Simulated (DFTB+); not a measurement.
**Geometry relaxation, with input and output: C2H8ClPSi (part 3 of 5)**

C2H8ClPSi; GFN1-xTB, R-SCC, dispersion built in (DFTB+ 25.1). The geometry comes from this level: GFN2-xTB.

Geometry of the input (Å):
```
C  -0.4887  -0.8124  1.7975
C  0.4781  -0.3155  0.7291
Si -0.3984  0.4425  -0.7869
P  1.1903  1.2958  -2.1312
Cl -1.5792  1.9761  -0.1928
H  -1.1213  -1.6051  1.4055
H  -1.1310  -0.0036  2.1374
H  0.0541  -1.2020  2.6563
H  1.1150  -1.1415  0.4086
H  1.1427  0.4320  1.1683
H  -1.2828  -0.5450  -1.4198
H  1.6587  0.0595  -2.5391
H  0.3624  1.4192  -3.2329
```

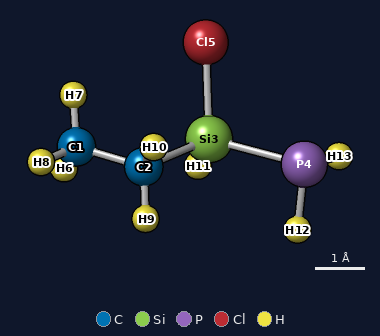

*The geometry at step 2 of the log (ball-and-stick view, seen at a tilt; atoms are numbered from 1 in the order of the input).*

### Log, continued
```
--------------------------------------------------------------------------------

***  Geometry step: 30

 iSCC Total electronic   Diff electronic      SCC error
    1   -0.17512511E+02    0.00000000E+00    0.12577641E-02
    2   -0.17512511E+02   -0.23321124E-03    0.53395139E-03
    3   -0.17512511E+02   -0.14139334E-06    0.26472361E-03
    4   -0.17512511E+02   -0.61771104E-08    0.69759936E-04
    5   -0.17512511E+02    0.83215212E-10    0.11162972E-04
    6   -0.17512511E+02   -0.95551655E-09    0.29163667E-05

Total Energy:                      -17.3661532806 H         -472.5571 eV
Extrapolated to 0K:                -17.3661532806 H         -472.5571 eV
Total Mermin free energy:          -17.3661532806 H         -472.5571 eV
Force related energy:              -17.3661532806 H         -472.5571 eV

total energy  -1.7366153E+01 H       energy change -2.3458658E-05 H
gradient norm  4.9482228E-03 H/a0    max. gradient  2.3119104E-03 H/a0
step length    4.7251994E-03 a0      max. step      2.8414639E-03 a0

--------------------------------------------------------------------------------

***  Geometry step: 31

 iSCC Total electronic   Diff electronic      SCC error
    1   -0.17512763E+02    0.00000000E+00    0.13355910E-02
    2   -0.17512763E+02   -0.25127656E-03    0.56257253E-03
    3   -0.17512763E+02   -0.16375409E-06    0.29649112E-03
    4   -0.17512763E+02   -0.80137781E-08    0.76578757E-04
    5   -0.17512763E+02    0.17563195E-09    0.14670548E-04
    6   -0.17512763E+02   -0.12736585E-08    0.38967518E-05

Total Energy:                      -17.3661755967 H         -472.5577 eV
Extrapolated to 0K:                -17.3661755967 H         -472.5577 eV
Total Mermin free energy:          -17.3661755967 H         -472.5577 eV
Force related energy:              -17.3661755967 H         -472.5577 eV

total energy  -1.7366176E+01 H       energy change -2.2316143E-05 H
gradient norm  4.4204574E-03 H/a0    max. gradient  1.5930930E-03 H/a0
step length    5.5740622E-03 a0      max. step      3.2748330E-03 a0

--------------------------------------------------------------------------------

***  Geometry step: 32

 iSCC Total electronic   Diff electronic      SCC error
    1   -0.17513013E+02    0.00000000E+00    0.12896173E-02
    2   -0.17513013E+02   -0.24976513E-03    0.53527875E-03
    3   -0.17513013E+02   -0.15982804E-06    0.31440348E-03
    4   -0.17513013E+02   -0.90376666E-08    0.78839606E-04
    5   -0.17513013E+02    0.28886049E-09    0.18399122E-04
    6   -0.17513013E+02   -0.14873969E-08    0.45202872E-05

Total Energy:                      -17.3661958792 H         -472.5582 eV
Extrapolated to 0K:                -17.3661958792 H         -472.5582 eV
Total Mermin free energy:          -17.3661958792 H         -472.5582 eV
Force related energy:              -17.3661958792 H         -472.5582 eV

total energy  -1.7366196E+01 H       energy change -2.0282477E-05 H
gradient norm  4.2783816E-03 H/a0    max. gradient  1.8706472E-03 H/a0
step length    6.4254831E-03 a0      max. step      3.6164828E-03 a0

--------------------------------------------------------------------------------

***  Geometry step: 33

 iSCC Total electronic   Diff electronic      SCC error
    1   -0.17513232E+02    0.00000000E+00    0.10632761E-02
    2   -0.17513232E+02   -0.21896068E-03    0.48259150E-03
    3   -0.17513232E+02   -0.12037183E-06    0.30673710E-03
    4   -0.17513232E+02   -0.89110550E-08    0.75494003E-04
    5   -0.17513232E+02    0.33356073E-09    0.21509096E-04
    6   -0.17513232E+02   -0.14850983E-08    0.49658498E-05

Total Energy:                      -17.3662144840 H         -472.5587 eV
Extrapolated to 0K:                -17.3662144840 H         -472.5587 eV
Total Mermin free energy:          -17.3662144840 H         -472.5587 eV
Force related energy:              -17.3662144840 H         -472.5587 eV

total energy  -1.7366214E+01 H       energy change -1.8604822E-05 H
gradient norm  4.4915594E-03 H/a0    max. gradient  2.0938948E-03 H/a0
step length    7.2331364E-03 a0      max. step      3.7735296E-03 a0

--------------------------------------------------------------------------------

***  Geometry step: 34

 iSCC Total electronic   Diff electronic      SCC error
    1   -0.17513387E+02    0.00000000E+00    0.63875556E-03
    2   -0.17513387E+02   -0.15485012E-03    0.43266647E-03
    3   -0.17513387E+02   -0.59335992E-07    0.26171335E-03
    4   -0.17513387E+02   -0.77355402E-08    0.69976583E-04
    5   -0.17513387E+02    0.20142110E-09    0.21407992E-04
    6   -0.17513387E+02   -0.11376500E-08    0.56183244E-05

Total Energy:                      -17.3662333366 H         -472.5593 eV
Extrapolated to 0K:                -17.3662333366 H         -472.5593 eV
Total Mermin free energy:          -17.3662333366 H         -472.5593 eV
Force related energy:              -17.3662333366 H         -472.5593 eV

total energy  -1.7366233E+01 H       energy change -1.8852580E-05 H
gradient norm  4.8175938E-03 H/a0    max. gradient  2.2172002E-03 H/a0
step length    8.0170718E-03 a0      max. step      3.6898280E-03 a0

--------------------------------------------------------------------------------

***  Geometry step: 35

 iSCC Total electronic   Diff electronic      SCC error
    1   -0.17513446E+02    0.00000000E+00    0.42317648E-03
    2   -0.17513446E+02   -0.58930073E-04    0.33842523E-03
    3   -0.17513446E+02   -0.14571089E-07    0.12330521E-03
    4   -0.17513446E+02   -0.61094987E-08    0.44025278E-04
    5   -0.17513446E+02   -0.56288485E-09    0.18881055E-04
    6   -0.17513446E+02   -0.29583092E-09    0.53180813E-05

Total Energy:                      -17.3662553320 H         -472.5599 eV
Extrapolated to 0K:                -17.3662553320 H         -472.5599 eV
Total Mermin free energy:          -17.3662553320 H         -472.5599 eV
Force related energy:              -17.3662553320 H         -472.5599 eV

total energy  -1.7366255E+01 H       energy change -2.1995400E-05 H
gradient norm  4.9972780E-03 H/a0    max. gradient  2.1999438E-03 H/a0
step length    8.8867011E-03 a0      max. step      3.3669686E-03 a0

--------------------------------------------------------------------------------

***  Geometry step: 36

 iSCC Total electronic   Diff electronic      SCC error
    1   -0.17513382E+02    0.00000000E+00    0.70258712E-03
    2   -0.17513382E+02    0.64192795E-04    0.36462203E-03
    3   -0.17513382E+02   -0.35045375E-07    0.13901898E-03
    4   -0.17513382E+02   -0.55921703E-08    0.46163449E-04
    5   -0.17513382E+02   -0.45843151E-09    0.15807359E-04
    6   -0.17513382E+02   -0.36425973E-09    0.14103894E-05

Total Energy:                      -17.3662830030 H         -472.5606 eV
Extrapolated to 0K:                -17.3662830030 H         -472.5606 eV
Total Mermin free energy:          -17.3662830030 H         -472.5606 eV
Force related energy:              -17.3662830030 H         -472.5606 eV

total energy  -1.7366283E+01 H       energy change -2.7671039E-05 H
gradient norm  4.8736499E-03 H/a0    max. gradient  2.0132919E-03 H/a0
step length    9.9891726E-03 a0      max. step      3.9585602E-03 a0

--------------------------------------------------------------------------------

***  Geometry step: 37

 iSCC Total electronic   Diff electronic      SCC error
    1   -0.17513177E+02    0.00000000E+00    0.14880378E-02
    2   -0.17513177E+02    0.20482588E-03    0.69718587E-03
    3   -0.17513177E+02   -0.16098016E-06    0.30226985E-03
    4   -0.17513177E+02   -0.72558883E-08    0.64128876E-04
    5   -0.17513177E+02   -0.11397852E-08    0.20517342E-04
    6   -0.17513177E+02   -0.44172666E-09    0.47091695E-05

Total Energy:                      -17.3663169983 H         -472.5615 eV
Extrapolated to 0K:                -17.3663169983 H         -472.5615 eV
Total Mermin free energy:          -17.3663169983 H         -472.5615 eV
Force related energy:              -17.3663169983 H         -472.5615 eV

total energy  -1.7366317E+01 H       energy change -3.3995265E-05 H
gradient norm  4.4224559E-03 H/a0    max. gradient  1.7863007E-03 H/a0
step length    1.1442558E-02 a0      max. step      4.9619784E-03 a0

--------------------------------------------------------------------------------

***  Geometry step: 38

 iSCC Total electronic   Diff electronic      SCC error
    1   -0.17512835E+02    0.00000000E+00    0.21623437E-02
    2   -0.17512835E+02    0.34211924E-03    0.95762997E-03
    3   -0.17512835E+02   -0.38357309E-06    0.41941165E-03
    4   -0.17512835E+02   -0.13818021E-07    0.76259243E-04
    5   -0.17512835E+02   -0.10698855E-08    0.25836929E-04
    6   -0.17512835E+02   -0.10899193E-08    0.24891538E-05

Total Energy:                      -17.3663551311 H         -472.5626 eV
Extrapolated to 0K:                -17.3663551311 H         -472.5626 eV
Total Mermin free energy:          -17.3663551311 H         -472.5626 eV
Force related energy:              -17.3663551311 H         -472.5626 eV

total energy  -1.7366355E+01 H       energy change -3.8132845E-05 H
gradient norm  3.7753227E-03 H/a0    max. gradient  1.5296543E-03 H/a0
step length    1.3278672E-02 a0      max. step      5.9758527E-03 a0

--------------------------------------------------------------------------------

***  Geometry step: 39

 iSCC Total electronic   Diff electronic      SCC error
    1   -0.17512400E+02    0.00000000E+00    0.24439424E-02
    2   -0.17512400E+02    0.43564159E-03    0.10108679E-02
    3   -0.17512400E+02   -0.58604099E-06    0.43676552E-03
    4   -0.17512400E+02   -0.25178633E-07    0.14022419E-03
    5   -0.17512400E+02   -0.71593220E-09    0.24299308E-04
    6   -0.17512400E+02   -0.22724755E-08    0.57073958E-05

Total Energy:                      -17.3663929586 H         -472.5636 eV
Extrapolated to 0K:                -17.3663929586 H         -472.5636 eV
Total Mermin free energy:          -17.3663929586 H         -472.5636 eV
Force related energy:              -17.3663929586 H         -472.5636 eV

total energy  -1.7366393E+01 H       energy change -3.7827451E-05 H
gradient norm  3.2171322E-03 H/a0    max. gradient  1.2349181E-03 H/a0
step length    1.5410222E-02 a0      max. step      6.8731837E-03 a0

--------------------------------------------------------------------------------

***  Geometry step: 40

 iSCC Total electronic   Diff electronic      SCC error
    1   -0.17511977E+02    0.00000000E+00    0.19714780E-02
    2   -0.17511977E+02    0.42353156E-03    0.69737773E-03
    3   -0.17511977E+02   -0.55023563E-06    0.30870055E-03
    4   -0.17511977E+02   -0.35492484E-07    0.18889547E-03
    5   -0.17511977E+02   -0.22317792E-08    0.29571370E-04
    6   -0.17511977E+02   -0.26646809E-08    0.74497904E-05

Total Energy:                      -17.3664263061 H         -472.5645 eV
Extrapolated to 0K:                -17.3664263061 H         -472.5645 eV
Total Mermin free energy:          -17.3664263061 H         -472.5645 eV
Force related energy:              -17.3664263061 H         -472.5645 eV

total energy  -1.7366426E+01 H       energy change -3.3347529E-05 H
gradient norm  3.0064762E-03 H/a0    max. gradient  1.4263303E-03 H/a0
step length    1.7621269E-02 a0      max. step      7.8213960E-03 a0

--------------------------------------------------------------------------------

***  Geometry step: 41

 iSCC Total electronic   Diff electronic      SCC error
    1   -0.17511714E+02    0.00000000E+00    0.70355329E-03
    2   -0.17511714E+02    0.26356157E-03    0.55147047E-03
    3   -0.17511714E+02   -0.24887253E-06    0.37885883E-03
    4   -0.17511714E+02   -0.34220033E-07    0.16788365E-03
    5   -0.17511714E+02   -0.53389364E-08    0.23838716E-04
    6   -0.17511714E+02   -0.16574262E-08    0.88310561E-05

Total Energy:                      -17.3664541011 H         -472.5653 eV
Extrapolated to 0K:                -17.3664541011 H         -472.5653 eV
Total Mermin free energy:          -17.3664541011 H         -472.5653 eV
Force related energy:              -17.3664541011 H         -472.5653 eV

total energy  -1.7366454E+01 H       energy change -2.7795010E-05 H
gradient norm  3.0664569E-03 H/a0    max. gradient  1.6123260E-03 H/a0
step length    1.9657653E-02 a0      max. step      8.9585821E-03 a0

--------------------------------------------------------------------------------

***  Geometry step: 42

 iSCC Total electronic   Diff electronic      SCC error
    1   -0.17511715E+02    0.00000000E+00    0.11546509E-02
    2   -0.17511715E+02   -0.52637227E-06    0.87671479E-03
    3   -0.17511715E+02   -0.49377668E-07    0.20080185E-03
    4   -0.17511715E+02   -0.22147052E-07    0.28327019E-04
    5   -0.17511715E+02   -0.39843044E-08    0.22218839E-04
    6   -0.17511715E+02   -0.23950975E-09    0.73353125E-05

Total Energy:                      -17.3664784456 H         -472.5659 eV
Extrapolated to 0K:                -17.3664784456 H         -472.5659 eV
Total Mermin free energy:          -17.3664784456 H         -472.5659 eV
Force related energy:              -17.3664784456 H         -472.5659 eV

total energy  -1.7366478E+01 H       energy change -2.4344454E-05 H
gradient norm  3.1283001E-03 H/a0    max. gradient  1.4382976E-03 H/a0
step length    2.1486861E-02 a0      max. step      9.7179760E-03 a0

--------------------------------------------------------------------------------

***  Geometry step: 43

 iSCC Total electronic   Diff electronic      SCC error
    1   -0.17511963E+02    0.00000000E+00    0.23066103E-02
    2   -0.17511963E+02   -0.24785357E-03    0.13596760E-02
    3   -0.17511963E+02   -0.14466950E-06    0.45475721E-03
    4   -0.17511963E+02   -0.11791307E-07    0.10038617E-03
    5   -0.17511963E+02   -0.20308555E-08    0.27841744E-04
    6   -0.17511963E+02   -0.17531541E-08    0.66006050E-05

Total Energy:                      -17.3665018504 H         -472.5666 eV
Extrapolated to 0K:                -17.3665018504 H         -472.5666 eV
Total Mermin free energy:          -17.3665018504 H         -472.5666 eV
Force related energy:              -17.3665018504 H         -472.5666 eV

total energy  -1.7366502E+01 H       energy change -2.3404810E-05 H
gradient norm  3.0368897E-03 H/a0    max. gradient  1.3327198E-03 H/a0
step length    2.3297320E-02 a0      max. step      9.9186831E-03 a0

--------------------------------------------------------------------------------

***  Geometry step: 44

 iSCC Total electronic   Diff electronic      SCC error
    1   -0.17512277E+02    0.00000000E+00    0.17136231E-02
    2   -0.17512277E+02   -0.31447388E-03    0.90113136E-03
    3   -0.17512277E+02   -0.18040364E-06    0.31179338E-03
    4   -0.17512277E+02   -0.29642734E-07    0.11691884E-03
    5   -0.17512277E+02   -0.88774144E-09    0.42770684E-04
    6   -0.17512277E+02   -0.23761899E-08    0.69311191E-05

Total Energy:                      -17.3665232425 H         -472.5671 eV
Extrapolated to 0K:                -17.3665232425 H         -472.5671 eV
Total Mermin free energy:          -17.3665232425 H         -472.5671 eV
Force related energy:              -17.3665232425 H         -472.5671 eV

total energy  -1.7366523E+01 H       energy change -2.1392092E-05 H
gradient norm  2.7544356E-03 H/a0    max. gradient  1.1854055E-03 H/a0
step length    2.3838671E-02 a0      max. step      9.0557625E-03 a0

--------------------------------------------------------------------------------

***  Geometry step: 45

 iSCC Total electronic   Diff electronic      SCC error
    1   -0.17512452E+02    0.00000000E+00    0.80730408E-03
    2   -0.17512452E+02   -0.17448471E-03    0.54980431E-03
    3   -0.17512452E+02   -0.10280483E-06    0.20796026E-03
    4   -0.17512452E+02   -0.52568737E-07    0.56255347E-04
    5   -0.17512452E+02   -0.27488127E-08    0.27920516E-04
    6   -0.17512452E+02   -0.20830981E-09    0.91323093E-05

Total Energy:                      -17.3665392929 H         -472.5676 eV
Extrapolated to 0K:                -17.3665392929 H         -472.5676 eV
Total Mermin free energy:          -17.3665392929 H         -472.5676 eV
Force related energy:              -17.3665392929 H         -472.5676 eV

total energy  -1.7366539E+01 H       energy change -1.6050363E-05 H
gradient norm  2.3082285E-03 H/a0    max. gradient  1.3244213E-03 H/a0
step length    2.3252323E-02 a0      max. step      9.8775730E-03 a0

--------------------------------------------------------------------------------

***  Geometry step: 46

 iSCC Total electronic   Diff electronic      SCC error
    1   -0.17512404E+02    0.00000000E+00    0.21543507E-02
    2   -0.17512405E+02    0.47570717E-04    0.13008744E-02
    3   -0.17512405E+02   -0.17134699E-06    0.40306920E-03
    4   -0.17512405E+02   -0.43580329E-07    0.16112852E-03
    5   -0.17512405E+02   -0.85548635E-09    0.35798103E-04
    6   -0.17512405E+02   -0.35395047E-08    0.11953751E-04
    7   -0.17512405E+02   -0.18635760E-09    0.18277021E-05

Total Energy:                      -17.3665464980 H         -472.5678 eV
Extrapolated to 0K:                -17.3665464980 H         -472.5678 eV
Total Mermin free energy:          -17.3665464980 H         -472.5678 eV
Force related energy:              -17.3665464980 H         -472.5678 eV

total energy  -1.7366546E+01 H       energy change -7.2051608E-06 H
gradient norm  2.1526711E-03 H/a0    max. gradient  9.5861511E-04 H/a0
step length    2.2294587E-02 a0      max. step      1.0193086E-02 a0

Geometry converged

--------------------------------------------------------------------------------
--------------------------------------------------------------------------------
Pre-SCC initialisation                 +       0.11 ( 21.3%)       0.11 ( 19.7%)
SCC                                    +       0.21 ( 39.8%)       0.25 ( 44.4%)
Post-SCC processing                    +       0.20 ( 38.7%)       0.20 ( 35.8%)
--------------------------------------------------------------------------------
Missing                                +       0.00 (  0.2%)       0.00 (  0.0%)
Total                                  =       0.52 (100.0%)       0.56 (100.0%)
--------------------------------------------------------------------------------
```

### Trajectory as extended XYZ (Å, eV, eV/Å), 47 frames, from step=0 to step=46
```
13
Properties=species:S:1:pos:R:3 step=0 energy=-472.51760
C    -0.4887   -0.8124    1.7975
C     0.4781   -0.3155    0.7291
Si   -0.3984    0.4425   -0.7869
P     1.1903    1.2958   -2.1312
Cl   -1.5792    1.9761   -0.1928
H    -1.1213   -1.6051    1.4055
H    -1.1310   -0.0036    2.1374
H     0.0541   -1.2020    2.6563
H     1.1150   -1.1415    0.4086
H     1.1427    0.4320    1.1683
H    -1.2828   -0.5450   -1.4198
H     1.6587    0.0595   -2.5391
H     0.3624    1.4192   -3.2329
13
Properties=species:S:1:pos:R:3 step=1 energy=-472.51779
C    -0.4887   -0.8124    1.7975
C     0.4781   -0.3155    0.7290
Si   -0.3984    0.4425   -0.7870
P     1.1903    1.2958   -2.1312
Cl   -1.5792    1.9761   -0.1928
H    -1.1213   -1.6051    1.4055
H    -1.1310   -0.0036    2.1374
H     0.0541   -1.2020    2.6563
H     1.1150   -1.1415    0.4086
H     1.1428    0.4321    1.1684
H    -1.2828   -0.5450   -1.4198
H     1.6587    0.0595   -2.5391
H     0.3624    1.4192   -3.2330
13
Properties=species:S:1:pos:R:3 step=2 energy=-472.51816
C    -0.4887   -0.8124    1.7976
C     0.4780   -0.3155    0.7289
Si   -0.3984    0.4426   -0.7871
P     1.1903    1.2958   -2.1311
Cl   -1.5792    1.9761   -0.1927
H    -1.1213   -1.6052    1.4055
H    -1.1310   -0.0036    2.1374
H     0.0541   -1.2020    2.6563
H     1.1151   -1.1416    0.4086
H     1.1428    0.4321    1.1684
H    -1.2828   -0.5450   -1.4197
H     1.6587    0.0594   -2.5391
H     0.3624    1.4192   -3.2330
13
Properties=species:S:1:pos:R:3 step=3 energy=-472.51872
C    -0.4887   -0.8125    1.7977
C     0.4780   -0.3154    0.7288
Si   -0.3984    0.4428   -0.7873
P     1.1902    1.2957   -2.1309
Cl   -1.5792    1.9761   -0.1927
H    -1.1213   -1.6052    1.4055
H    -1.1311   -0.0036    2.1374
H     0.0541   -1.2020    2.6563
H     1.1151   -1.1416    0.4087
H     1.1429    0.4321    1.1685
H    -1.2827   -0.5450   -1.4197
H     1.6588    0.0594   -2.5391
H     0.3623    1.4192   -3.2331
13
Properties=species:S:1:pos:R:3 step=4 energy=-472.51945
C    -0.4888   -0.8126    1.7978
C     0.4779   -0.3154    0.7286
Si   -0.3983    0.4430   -0.7876
P     1.1902    1.2957   -2.1308
Cl   -1.5793    1.9761   -0.1927
H    -1.1214   -1.6053    1.4055
H    -1.1311   -0.0035    2.1375
H     0.0541   -1.2021    2.6564
H     1.1152   -1.1417    0.4087
H     1.1430    0.4321    1.1685
H    -1.2827   -0.5449   -1.4196
H     1.6589    0.0593   -2.5392
H     0.3623    1.4193   -3.2332
```
